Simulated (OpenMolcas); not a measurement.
**Run report: Cu⁴⁺, multiconfigurational calculation (part 2 of 2)**

The same run, continued: Cu⁴⁺. Method: state-averaged CASSCF, active space 7 electrons in the shells 3d 4d, basis ANO-RCC-VQZP, DKH2 scalar Hamiltonian, spin-orbit coupling by RASSI with atomic mean-field integrals (OpenMolcas).

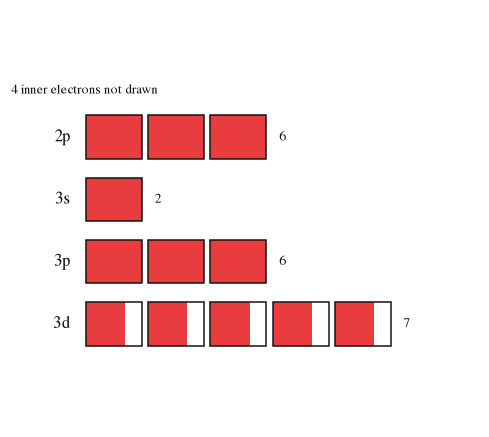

The outer shells of the leading configuration of the lowest level: a box for each of the 2l + 1 orbitals, shaded by the share of the shell that is filled, with the electron count at the right.

**Output (extracts), continued**
```
--- RASSI ---
SPIN-FREE ENERGIES:
  (Shifted by EMIN (a.u.) =      -1649.0349304558)

 SF State       Relative EMIN(au)   Rel lowest level(eV)    D:o, cm**(-1)      L_eff

     1             0.0000000000        0.0000000000              0.0000         3.0
     2             0.0000000000        0.0000000000              0.0000         3.0
     3             0.0000000011        0.0000000291              0.0002         3.0
     4             0.0000000011        0.0000000291              0.0002         3.0
     5             0.0000000031        0.0000000853              0.0007         3.0
     6             0.0000000031        0.0000000853              0.0007         3.0
     7             0.0000000044        0.0000001198              0.0010         3.0
     8             0.1051239283        2.8605678180          23072.0354         1.0
     9             0.1051239403        2.8605681445          23072.0381         1.0
    10             0.1051239428        2.8605682111          23072.0386         1.0
    11             0.1091814525        2.9709786761          23962.5590         4.0
    12             0.1091814525        2.9709786761          23962.5590         4.0
    13             0.1091814525        2.9709786761          23962.5590         4.0
    14             0.1091814525        2.9709786761          23962.5590         4.0
    15             0.1091814531        2.9709786904          23962.5592         4.0
    16             0.1091814531        2.9709786904          23962.5592         4.0
    17             0.1091814536        2.9709787038          23962.5593         4.0
    18             0.1091814536        2.9709787038          23962.5593         4.0
    19             0.1091814536        2.9709787038          23962.5593         4.0
    20             0.1439369792        3.9167247368          31590.5155         5.0
    21             0.1439369792        3.9167247368          31590.5155         5.0
    22             0.1439369804        3.9167247696          31590.5157         5.0
    23             0.1439369804        3.9167247696          31590.5157         5.0
    24             0.1439369804        3.9167247696          31590.5157         5.0
    25             0.1439369809        3.9167247820          31590.5158         5.0
    26             0.1439369809        3.9167247820          31590.5158         5.0
    27             0.1439369814        3.9167247970          31590.5159         5.0
    28             0.1439369814        3.9167247970          31590.5159         5.0
    29             0.1439369820        3.9167248120          31590.5161         5.0
    30             0.1439369820        3.9167248120          31590.5161         5.0
    31             0.1446551742        3.9362678172          31748.1410         1.0
    32             0.1446551751        3.9362678414          31748.1412         1.0
    33             0.1446551751        3.9362678414          31748.1412         1.0
    34             0.1566678586        4.2631496136          34384.6205         2.0
    35             0.1566678586        4.2631496136          34384.6205         2.0
    36             0.1566678586        4.2631496136          34384.6205         2.0
    37             0.1566678592        4.2631496291          34384.6206         2.0
    38             0.1566678592        4.2631496291          34384.6206         2.0
    39             0.2497160721        6.7951204893          54806.3429         3.0
    40             0.2497160721        6.7951204893          54806.3429         3.0
Eigenvalues of complex Hamiltonian:
   -----------------------------------
  (Shifted by EMIN (a.u.) =      -1649.0349304558)

 SO State       Relative EMIN(au)   Rel lowest level(eV)    D:o, cm**(-1)     J-value

     1            -0.0070624226        0.0000000000              0.0000         1.8
     2            -0.0070624226        0.0000000000              0.0000         1.8
     3            -0.0070624218        0.0000000219              0.0002         3.2
     4            -0.0070624218        0.0000000219              0.0002         3.2
     5            -0.0070624206        0.0000000542              0.0004         3.8
     6            -0.0070624206        0.0000000542              0.0004         3.8
     7            -0.0070624193        0.0000000873              0.0007         4.2
     8            -0.0070624193        0.0000000873              0.0007         4.2
     9            -0.0070624186        0.0000001089              0.0009         4.4
    10            -0.0070624186        0.0000001089              0.0009         4.4
    11            -0.0001389021        0.1883985903           1519.5371         1.5
    12            -0.0001389021        0.1883985903           1519.5371         1.5
    13            -0.0001389005        0.1883986331           1519.5375         2.6
    14            -0.0001389005        0.1883986331           1519.5375         2.6
    15            -0.0001388995        0.1883986601           1519.5377         3.2
    16            -0.0001388995        0.1883986601           1519.5377         3.2
    17            -0.0001388990        0.1883986745           1519.5378         3.4
    18            -0.0001388990        0.1883986745           1519.5378         3.4
    19             0.0048496348        0.3241435948           2614.3944         1.2
    20             0.0048496348        0.3241435948           2614.3944         1.2
    21             0.0048496367        0.3241436442           2614.3948         2.1
    22             0.0048496367        0.3241436442           2614.3948         2.1
    23             0.0048496372        0.3241436589           2614.3949         2.4
    24             0.0048496372        0.3241436589           2614.3949         2.4
    25             0.0082286290        0.4160907094           3355.9979         0.8
    26             0.0082286290        0.4160907094           3355.9979         0.8
    27             0.0082286310        0.4160907638           3355.9983         1.4
    28             0.0082286310        0.4160907638           3355.9983         1.4
    29             0.1025921074        2.9838517676          24066.3875         2.4
    30             0.1025921074        2.9838517676          24066.3875         2.4
    31             0.1025921098        2.9838518345          24066.3881         2.1
    32             0.1025921098        2.9838518345          24066.3881         2.1
    33             0.1025921150        2.9838519744          24066.3892         1.2
    34             0.1025921150        2.9838519744          24066.3892         1.2
    35             0.1044809705        3.0352503517          24480.9451         0.9
    36             0.1044809705        3.0352503517          24480.9451         0.9
    37             0.1044809792        3.0352505871          24480.9470         1.4
    38             0.1044809792        3.0352505871          24480.9470         1.4
    39             0.1056795160        3.0678644352          24743.9954         3.0
    40             0.1056795160        3.0678644352          24743.9954         3.0
    41             0.1056795169        3.0678644600          24743.9956         3.4
Weights of the five most important spin-orbit-free states for each spin-orbit state.

 SO State  Total energy (au)           Spin-free states, spin, and weights
 -------------------------------------------------------------------------------------------------------
    1        -0.007062       1 1.5  0.4783    2 1.5  0.4763    3 1.5  0.0155    7 1.5  0.0094    4 1.5  0.0069
    2        -0.007062       1 1.5  0.4784    2 1.5  0.4764    3 1.5  0.0154    7 1.5  0.0094    4 1.5  0.0068
    3        -0.007062       3 1.5  0.3548    4 1.5  0.3362    1 1.5  0.1537    2 1.5  0.1342    6 1.5  0.0088
    4        -0.007062       3 1.5  0.3548    4 1.5  0.3362    1 1.5  0.1537    2 1.5  0.1342    6 1.5  0.0088
    5        -0.007062       4 1.5  0.2380    3 1.5  0.2172    5 1.5  0.2063    6 1.5  0.1998    2 1.5  0.0690
    6        -0.007062       4 1.5  0.2380    3 1.5  0.2172    5 1.5  0.2063    6 1.5  0.1999    2 1.5  0.0690
    7        -0.007062       5 1.5  0.2624    6 1.5  0.2530    7 1.5  0.2369    4 1.5  0.1040    3 1.5  0.0993
    8        -0.007062       5 1.5  0.2624    6 1.5  0.2530    7 1.5  0.2369    4 1.5  0.1040    3 1.5  0.0994
    9        -0.007062       7 1.5  0.4547    6 1.5  0.2451    5 1.5  0.2327    4 1.5  0.0264    3 1.5  0.0247
   10        -0.007062       7 1.5  0.4547    6 1.5  0.2450    5 1.5  0.2327    4 1.5  0.0264    3 1.5  0.0247
   11        -0.000139       2 1.5  0.3303    1 1.5  0.2971    3 1.5  0.1770    4 1.5  0.1592    6 1.5  0.0172
   12        -0.000139       2 1.5  0.3303    1 1.5  0.2971    3 1.5  0.1770    4 1.5  0.1592    6 1.5  0.0172
```

**Spin-orbit levels, grouped by J and assigned (the lowest 15)**

| Configuration | Level | E (eV) | LS purity (%) | Landé g |
| --- | --- | --- | --- | --- |
| 3d⁷ | ⁴F₉/₂ | 0 | 100 | 1.333 |
| 3d⁷ | ⁴F₇/₂ | 0.1884 | 100 | 1.238 |
| 3d⁷ | ⁴F₅/₂ | 0.3241 | 100 | 1.029 |
| 3d⁷ | ⁴F₃/₂ | 0.4161 | 100 | 0.400 |
| 3d⁷ | ⁴P₅/₂ | 2.984 | 100 | 1.599 |
| 3d⁷ | ⁴P₃/₂ | 3.035 | 95 | 1.714 |
| 3d⁷ | ²G₉/₂ | 3.068 | 97 | 1.106 |
| 3d⁷ | ⁴P₁/₂ | 3.129 | 98 | 2.631 |
| 3d⁷ | ²G₇/₂ | 3.253 | 100 | 0.889 |
| 3d⁷ | ²P₃/₂ | 4.025 | 78 | 1.258 |
| 3d⁷ | ²H₁₁/₂ | 4.050 | 100 | 1.091 |
| 3d⁷ | ²H₉/₂ | 4.215 | 97 | 0.915 |
| 3d⁷ | ²P₁/₂ | 4.233 | 98 | 0.705 |
| 3d⁷ | ²D₅/₂ | 4.392 | 99 | 1.202 |
| 3d⁷ | ²D₃/₂ | 4.698 | 82 | 0.895 |

**Key numbers**

```
                                 quantity                                    value
                                  outcome                                converged
                             lowest level                                3d⁷ ⁴F₉/₂
                      first excited level  3d⁷ ⁴F₇/₂, 1,520 cm⁻¹ (measured: 1,616)
      energy of the lowest spin-free term                      −1649.03493 hartree
    energy of the lowest spin-orbit level                      −1649.04199 hartree
largest spread among components of a term                                 0.0 cm⁻¹
                                 hardware                1 CPU thread, shared host
                                wall time                                    2 min
```

**Remarks**

Without dynamic correlation the splittings between terms come out too large, often by 20 to 50 %. To bear in mind: extra active shells serve correlation only, their own levels not computed; only configurations of the active space are included.
